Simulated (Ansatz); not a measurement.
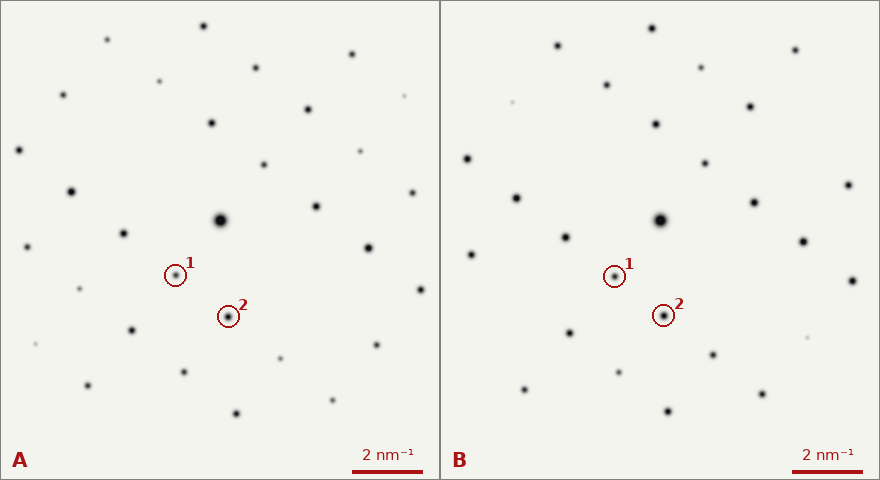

Kinematic electron diffraction patterns (120 kV, B = 0.5 Å², same scale) along [100] of the run's own cell, for the start and the end of one relaxation of LiSi2 with DFT PBE, scalar-relativistic, plane waves, PAW in Ansatz. k mesh 12×12×8. The start is a generated model structure, and the relaxation ends in the nearest stationary point of its symmetry, not necessarily the ground state. Spot 1 is 0 -1 0 and spot 2 is 0 -1 -1 in both.

Start structure:

```yaml
crystal:
  lattice:
    - [5.63921, 0.00000, 0.00000]
    - [-2.81960, 4.88370, 0.00000]
    - [0.00000, 0.00000, 5.16149]
  atoms:
    - { symbol: Li, position: [0.22073, 0.00000, 0.66667] }
    - { symbol: Li, position: [0.00000, 0.22073, 0.33333] }
    - { symbol: Li, position: [0.77927, 0.77927, 0.00000] }
    - { symbol: Si, position: [0.46166, 0.24087, 0.11383] }
    - { symbol: Si, position: [0.75913, 0.22080, 0.78050] }
    - { symbol: Si, position: [0.77920, 0.53834, 0.44717] }
    - { symbol: Si, position: [0.24087, 0.46166, 0.88617] }
    - { symbol: Si, position: [0.22080, 0.75913, 0.21950] }
    - { symbol: Si, position: [0.53834, 0.77920, 0.55283] }
```

**Which pattern belongs to the start structure, and which to the relaxed one?**

A is the start: its cell gives d(1) = 4.884 Å, d(2) = 3.547 Å and an angle of 43.4°. B is the relaxed structure, with d(1) = 4.766 Å (-2.4 %), d(2) = 3.599 Å (+1.4 %) and 41.0°.

**Name reflections whose intensity changes strongly on relaxation.**

0 2 -1 fades out of sight; 0 1 2 goes from 5.1 to 34 % of the strongest spot; 0 2 1 goes from 26 to 13 % of the strongest spot.

**What did the relaxation do to the structure and the energy?**

The volume changed by +1.3 % to 16.00 Å³ an atom; with the mean shift removed, the atoms moved by up to 0.16 Å relative to the cell (Si most); the space group stayed P3_221 (No. 154); the free energy fell by 5.4 meV an atom. Relaxed cell: a = 5.503 Å, b = 5.503 Å, c = 5.489 Å, α = 90.00°, β = 90.00°, γ = 120.00°.
